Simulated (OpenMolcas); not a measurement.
## Multiconfigurational calculation, with input and output: Cu²⁺ complex

System: Cu²⁺ with 4 ligands (Br; tetrahedron, 2.34 Å), neutralised by 4 outer point charges of +0.5 e, whose field is part of the energies.
Method: state-averaged CASSCF, active space 9 electrons in the shell 3d, basis ANO-RCC-VDZP on the metal and ANO-RCC-VDZP on the ligands, DKH2 scalar Hamiltonian, spin-orbit coupling by RASSI with atomic mean-field integrals (OpenMolcas).

### Output (extracts)
```
--- SEWARD ---
Basis set label: CU.ANO-RCC...5S4P2D1F.

      Electronic valence basis set:
      ------------------
      Associated Effective Charge  29.000000 au
      Associated Actual Charge     29.000000 au
      Nuclear Model: Point charge

      Shell  nPrim  nBasis  Cartesian Spherical Contaminant
         s      21       5        X
         p      15       4        X
         d      10       2                 X
         f       6       1                 X
                  Relativistic Douglas-Kroll-Hess integrals:
                    - DKH order of Hamiltonian: 2
                    - DKH order of Properties : 0
                  Atomic mean-field integrals
--- RASSCF ---
Wave function specifications:
      -----------------------------

      Number of closed shell electrons         162
      Number of electrons in active shells       9
      Max number of holes in RAS1 space          0
      Max nr of electrons in RAS3 space          0
      Number of inactive orbitals               81
      Number of active orbitals                  5
      Number of secondary orbitals              56
      Spin quantum number                      0.5
      State symmetry                             1
Orbital specifications:
      -----------------------

      Symmetry species                           1
                                                 a
      Frozen orbitals                            0
      Inactive orbitals                         81
      Active orbitals                            5
      RAS1 orbitals                              0
      RAS2 orbitals                              5
      RAS3 orbitals                              0
      Secondary orbitals                        56
      Deleted orbitals                           0
      Number of basis functions                142
      Number of CSFs                             5
      Number of root(s) required                 5
      Iter CI   SX   CI       RASSCF       Energy    max ROT     max BLB   max BLB  Level Ln srch  Step   QN
          iter iter root      energy       change     param      element    value   shift minimum  type update
 Nr of preliminary CI iterations:   1
      Total energies have been shifted. Add               -12000.00 au
        1   1   15    0   -70.86482807    0.00E+00  -3.60E-02   83  92 1  2.71E-01*  1.59   0.00    SX    NO
        2   1   16    0   -71.06029717   -1.95E-01* -1.92E-02    7 104 1  1.22E-01*  1.32   0.00    SX    NO
        3   1   15    0   -71.11995681   -5.97E-02* -1.38E-02   58  88 1  2.70E-02*  1.32   0.00    SX    NO
        4   1   15    0   -71.13874799   -1.88E-02* -6.67E-03   22  87 1  1.61E-02*  1.26   0.00    SX    NO
        5   1   14    0   -71.14564284   -6.89E-03* -8.16E-03   22  87 1  1.09E-02*  1.26   2.36    LS   YES
        6   1   13    0   -71.14905597   -3.41E-03* -3.35E-03    7 104 1 -3.36E-02*  1.25   1.12    QN   YES
        7   1   14    0   -71.15020155   -1.15E-03* -1.34E-03   82  91 1 -8.72E-03*  1.22   0.99    QN   YES
        8   1   12    0   -71.15051292   -3.11E-04* -1.32E-03   82  91 1 -3.16E-03*  1.23   2.00    LS   YES
        9   1   12    0   -71.15061760   -1.05E-04* -8.75E-04   86  95 1  2.46E-03*  1.23   1.03    QN   YES
       10   1   11    0   -71.15064984   -3.22E-05* -7.18E-04   13 107 1 -9.28E-04*  1.23   1.83    LS   YES
       11   1   11    0   -71.15065792   -8.08E-06*  2.03E-04    9 106 1  9.47E-04*  1.23   0.99    QN   YES
       12   1   10    0   -71.15066428   -6.36E-06*  1.30E-04   84  93 1 -3.29E-04*  1.23   1.64    LS   YES
       13   1    9    0   -71.15066537   -1.09E-06* -1.08E-04    7 104 1 -5.86E-04*  1.23   1.00    QN   YES
       14   1    9    0   -71.15066625   -8.79E-07* -8.59E-05    9 106 1 -2.12E-04*  1.23   1.80    LS   YES
       15   1    8    0   -71.15066652   -2.72E-07* -4.13E-05    7 104 1  8.53E-05   1.23   1.72    QN   YES
       16   1    8    0   -71.15066668   -1.54E-07*  3.43E-05    8 105 1  8.81E-05   1.23   1.45    QN   YES
       17   1    7    0   -71.15066674   -6.15E-08* -1.69E-05    9  90 1 -1.62E-05   1.23   1.15    QN   YES
       18   1    6    0   -71.15066674    1.44E-09  -8.30E-06    9  90 1 -7.51E-06   1.23   0.21    QN   YES
      Convergence after 18 iterations
       19   1    6    0   -71.15066673    5.37E-09  -8.30E-06    9 106 1 -5.30E-06   1.23   0.21    QN   YES
      Natural orbitals and occupation numbers for root  1
      sym 1:   2.000000   1.000000   2.000000   2.000000   2.000000
      Natural orbitals and occupation numbers for root  2
      sym 1:   2.000000   2.000000   2.000000   1.000000   2.000000
      Natural orbitals and occupation numbers for root  3
      sym 1:   2.000000   1.000000   2.000000   2.000000   2.000000
::    RASSCF root number  1 Total energy: -12071.15447193
::    RASSCF root number  2 Total energy: -12071.15447193
::    RASSCF root number  3 Total energy: -12071.15447193
::    RASSCF root number  4 Total energy: -12071.14495894
::    RASSCF root number  5 Total energy: -12071.14495894
--- RASSI ---
SPIN-FREE ENERGIES:
  (Shifted by EMIN (a.u.) =     -12071.1544719310)

 SF State       Relative EMIN(au)   Rel lowest level(eV)    D:o, cm**(-1)

     1             0.0000000000        0.0000000000              0.0000
     2             0.0000000000        0.0000000000              0.0000
     3             0.0000000000        0.0000000000              0.0000
     4             0.0095129937        0.2588617450           2087.8608
     5             0.0095129937        0.2588617450           2087.8608
     Dipole printing threshold changed to   1.00000000E+00

++ Dipole transition strengths (spin-free states):
   -----------------------------------------------
     for osc. strength at least  1.00000000E+00

  ( Max oscillator strength is only    2.2008541850897034E-005 )
--
Eigenvalues of complex Hamiltonian:
   -----------------------------------
  (Shifted by EMIN (a.u.) =     -12071.1544719310)

 SO State       Relative EMIN(au)   Rel lowest level(eV)    D:o, cm**(-1)

     1            -0.0033715496        0.0000000000              0.0000
     2            -0.0033715496        0.0000000000              0.0000
     3            -0.0003542954        0.0821036671            662.2107
     4            -0.0003542954        0.0821036671            662.2107
     5            -0.0003542955        0.0821036664            662.2107
     6            -0.0003542955        0.0821036664            662.2107
     7             0.0115530639        0.4061194206           3275.5740
     8             0.0115530639        0.4061194206           3275.5740
     9             0.0115530639        0.4061194212           3275.5740
    10             0.0115530639        0.4061194212           3275.5740
Weights of the five most important spin-orbit-free states for each spin-orbit state.

 SO State  Total energy (au)           Spin-free states, spin, and weights
 -------------------------------------------------------------------------------------------------------
    1        -0.003372       3 0.5  0.3333    2 0.5  0.3333    1 0.5  0.3333    5 0.5  0.0000    4 0.5  0.0000
    2        -0.003372       3 0.5  0.3333    2 0.5  0.3333    1 0.5  0.3333    5 0.5  0.0000    4 0.5  0.0000
    3        -0.000354       3 0.5  0.4815    2 0.5  0.2822    5 0.5  0.0865    4 0.5  0.0848    1 0.5  0.0650
    4        -0.000354       3 0.5  0.4812    2 0.5  0.2827    5 0.5  0.0862    4 0.5  0.0851    1 0.5  0.0648
    5        -0.000354       1 0.5  0.4876    2 0.5  0.2694    4 0.5  0.0864    5 0.5  0.0849    3 0.5  0.0717
    6        -0.000354       1 0.5  0.4875    2 0.5  0.2707    4 0.5  0.0863    5 0.5  0.0850    3 0.5  0.0705
    7         0.011553       4 0.5  0.4212    5 0.5  0.4075    3 0.5  0.0970    2 0.5  0.0636    1 0.5  0.0107
    8         0.011553       4 0.5  0.4212    5 0.5  0.4075    3 0.5  0.0966    2 0.5  0.0642    1 0.5  0.0105
    9         0.011553       5 0.5  0.4212    4 0.5  0.4075    1 0.5  0.1037    2 0.5  0.0500    3 0.5  0.0176
   10         0.011553       5 0.5  0.4212    4 0.5  0.4075    1 0.5  0.1035    2 0.5  0.0506    3 0.5  0.0172
 -------------------------------------------------------------------------------------------------------
```

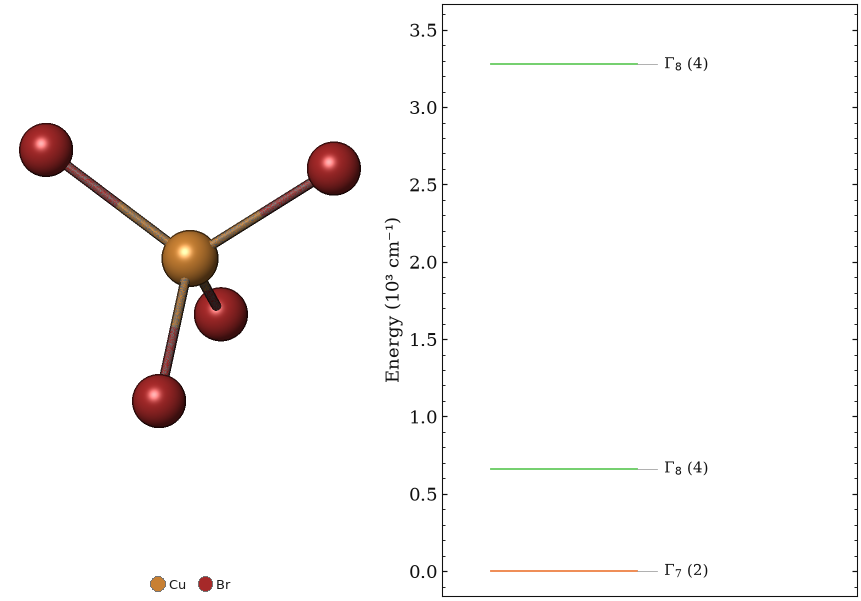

Cu²⁺ (3d⁹) with 4 ligands, Br⁻, at 2.34 Å (arrangement: tetrahedron, Td), neutralised by outer point charges of +0.5 e, and its levels. Labels give the representation in O, Td, D4 or D3 as the site allows (double group for half-integer spin) where it could be assigned and, in brackets, the degeneracy; spin-free states, where drawn, share the zero of the spin-orbit levels. The ground level is Γ₇, a Kramers doublet, 100 % from states of spin multiplicity 2. Its principal g values are 1.86, 1.86 and 1.86, isotropic. The next level lies at 662 cm⁻¹ (Γ₈). The active orbitals hold 95 to 98 % metal character (Löwdin), and the Mulliken charge of the metal is +0.89.

### Input file
```
&GATEWAY
Coord
5

Cu 0.0 0.0 0.0
Br 1.351000 1.351000 1.351000
Br 1.351000 -1.351000 -1.351000
Br -1.351000 1.351000 -1.351000
Br -1.351000 -1.351000 1.351000
Basis=Cu.ANO-RCC-VDZP,Br.ANO-RCC-VDZP
Group=NoSym
NoMove
AngMom=0.0 0.0 0.0
AMFI
RICD
XField
4 Angstrom 0
2.736641 2.736641 2.736641 0.500000
2.736641 -2.736641 -2.736641 0.500000
-2.736641 2.736641 -2.736641 0.500000
-2.736641 -2.736641 2.736641 0.500000
&SEWARD
&RASSCF
FileOrb=start.orb
Symmetry=1
Spin=2
nActEl=9 0 0
Inactive=81
Ras2=5
CIRoot=5 5 1
SDav=5
CIMx=300
Iter=150 100
PrWF=0.3
OrbListing=Nothing
MaxOrb=0
LevShft=1.0
>>> COPY $Project.JobIph JOB001
&RASSI
NrOfJobIphs=1 5
1 2 3 4 5
IphNames
JOB001
EJob
SpinOrbit
DIPRint=1.0
SOCoupling=1000.0
Subsets=2
Property=9
'ANGMOM' 1 'ANGMOM' 2 'ANGMOM' 3 'MLTPL  1' 1 'MLTPL  1' 2 'MLTPL  1' 3
'AMFI' 1 'AMFI' 2 'AMFI' 3
SOProperty=3
'ANGMOM' 1 'ANGMOM' 2 'ANGMOM' 3
```

The file start.orb holds starting orbitals from an earlier step. A driver script formed the levels outside the program, from RASSI's spin-orbit matrix and the active-space energies, averaged over the components of each term or state.

Run as:
```bash
OMP_NUM_THREADS=1 MOLCAS_MEM=2457 MOLCAS_PROJECT=a pymolcas a.inp > a.log  # once for each step of the input, in one work folder
```

### Results in brief

- outcome: converged
- energy of the lowest spin-free term: −12071.15447 hartree
- energy of the lowest spin-orbit level: −12071.15784 hartree
- largest spread among components of a term: 0.0 cm⁻¹
- hardware: 1 thread of Arm Neoverse V2, 24 GiB of memory available, shared host
- wall time: 25 s
- peak memory: 0.27 GiB

### Remarks

Without dynamic correlation the splittings between terms come out too large, often by 20 to 50 %. To bear in mind: covalent bonds, ligand orbitals missing from the active space; distances are set from ionic radii, not optimised.
